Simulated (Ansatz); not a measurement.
**GaH4NSe: two torsions**

How does the energy of GaH₄NSe, SMILES [NH2][GaH][SeH] change over two coordinates at once? A grid of runs gives the map.

Computed with Ansatz 0.2.0. Level: RKS B3LYP-D4/def2-TZVP.

## (1) Where the work starts

7 atoms, charge 0, spin multiplicity 1.

Atoms are counted from 1 here; the program's logs count them from 0.

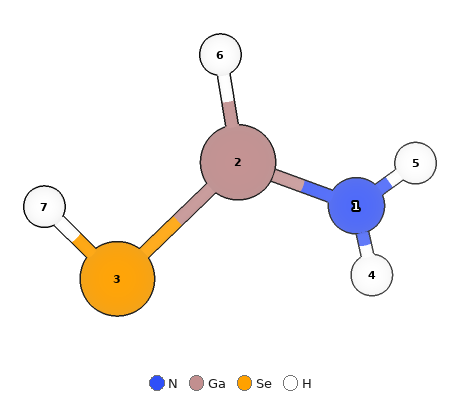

The starting geometry (nitrogen blue, gallium pink, selenium orange, hydrogen white); atoms are numbered from 1 in the order of the file.

Geometry (Å):

```xyz
7
charge 0, multiplicity 1
N    -1.1036    0.4704   -0.9148
Ga    0.0743    0.1729    0.4417
Se    1.7061   -1.4586    0.0039
H    -1.0884   -0.0185   -1.8109
H    -1.8621    1.1522   -0.8643
H    -0.0201    0.9660    1.7884
H     2.2937   -1.2845    1.3559
```

This geometry comes from a loose relaxation at PBE in a small basis, which is not shown.

## (3) The grid

First coordinate, dihedral H4–N1–Ga2–Se3: 8 values from −180 to 135 °, periodic. Second coordinate, dihedral N1–Ga2–Se3–H7: 8 values from −180 to 135 °, periodic.

Nothing else is relaxed (all other coordinates rigid). Energies count from the relaxed molecule at the same level. Points are written as (first, second).

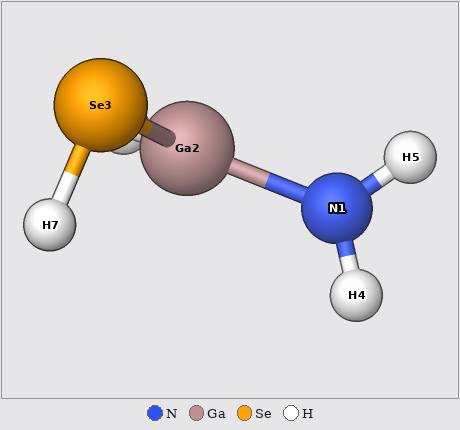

The geometry at (90°, −90°).

(The set-up runs are not shown.)

## (4) Point (90°, −90°)

File input.yaml:

```yaml
crystal:
  periodic: [false, false, false]
  atoms:
    - { symbol: "N", position_ang: [-1.103387, 0.470769, -0.916329] }
    - { symbol: Ga, position_ang: [0.065894, 0.178618, 0.446498] }
    - { symbol: Se, position_ang: [1.993326, 1.51688, 0.393659] }
    - { symbol: H, position_ang: [-1.082095, -0.013294, -1.7981] }
    - { symbol: H, position_ang: [-1.850888, 1.142779, -0.868798] }
    - { symbol: H, position_ang: [-0.217219, -0.882189, 1.547283] }
    - { symbol: H, position_ang: [2.732183, 0.534744, -0.414448] }
basis:
  gaussian: { orbitals: def2-TZVP }
hamiltonian:
  xc: { name: B3LYP }
  dispersion: d4
output:
  forces: true
```

Launch:

```sh
ansatz run input.yaml --threads 1 --pin off --max-ram 2560MiB --backend cpu --events-out ev --progress --plain --runs-dir out
```

The session goes on with these runs: the other points that were computed.

What does the calculation give? Wanted: lowest point; highest computed point; largest force on an atom; dipole moment.

**Answer**, as computed:

```
                       quantity                                                                 value
                   lowest point                                             (0°, −180°), 0.0 kcal/mol
         highest computed point                           (−90°, 90°), 19.7 kcal/mol above the lowest
largest force on an atom (eV/Å)  0.00 at (0°, −180°) to 0.73 at (−90°, 90°); 0.00 at the lowest point
              dipole moment (D)  1.14 at (90°, −180°) to 1.97 at (0°, −90°); 1.45 at the lowest point
        time for the whole task                                      7.9 min on 1 thread, shared host
```

In words: The lowest computed point is at (0°, −180°), which is the relaxed molecule at the same level itself; the map holds 2 wells of about this depth. A higher local minimum lies near (0°, 0°) (0.29 kcal/mol above the lowest at that grid point). The highest computed point, (−90°, 90°), lies 19.7 kcal/mol above the lowest. On the interpolated surface the easiest way out of the lowest well to the well at (0°, 0°) passes a barrier of about 4.7 kcal/mol. Round the minimum the valley is somewhat tilted: raising dihedral H4–N1–Ga2–Se3 shifts the best value of dihedral N1–Ga2–Se3–H7 upwards (coupling k₁₂/√(k₁₁k₂₂) about −0.2).
